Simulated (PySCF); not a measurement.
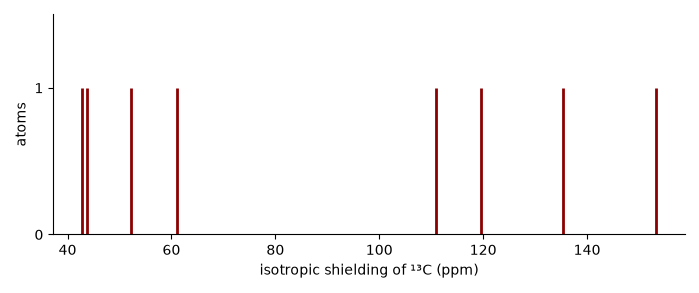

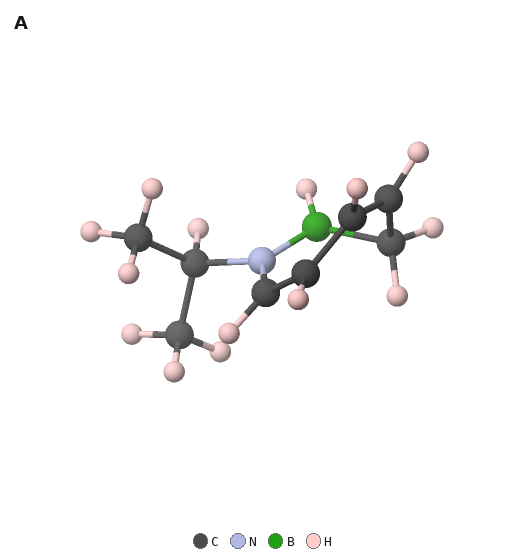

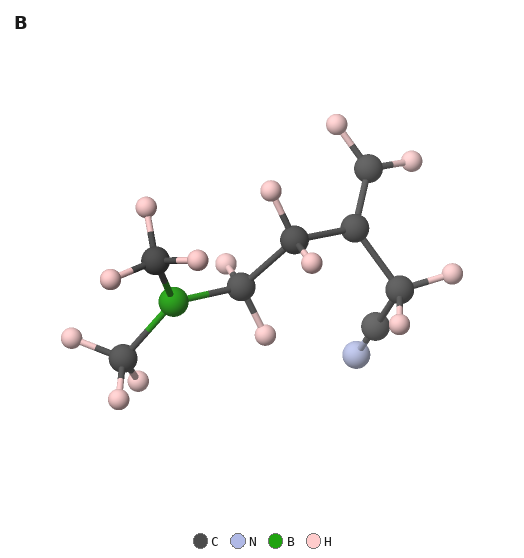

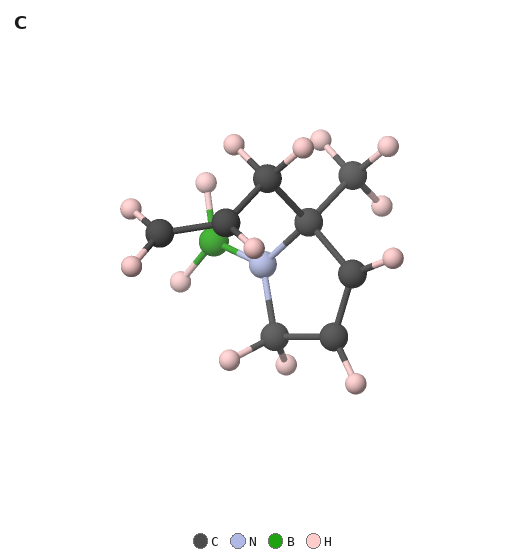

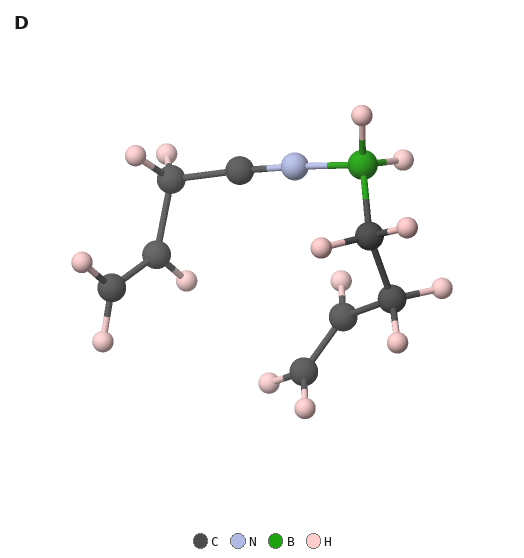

The sticks are computed shieldings of one of the molecules, for one fixed geometry (GFN2-xTB) without averaging over rotations. Low shielding means a high chemical shift. Method: GIAO PBE0/pcSseg-1 NMR shielding, non-relativistic, gas phase (PySCF 2.14.0).

Match the spectrum to a structure.

Answer. C, `BN1CC=C[C@]1(C)CC=C`. Its 8 C atoms give lines at 42.8, 43.7, 52.3, 61.1, 110.8, 119.6, 135.4, 153.3 ppm.

The geometry is semi-empirical. Around B such bond lengths and angles can be off by a tenth of an ångström or more and by several degrees, and values that hang on the shape move with them.
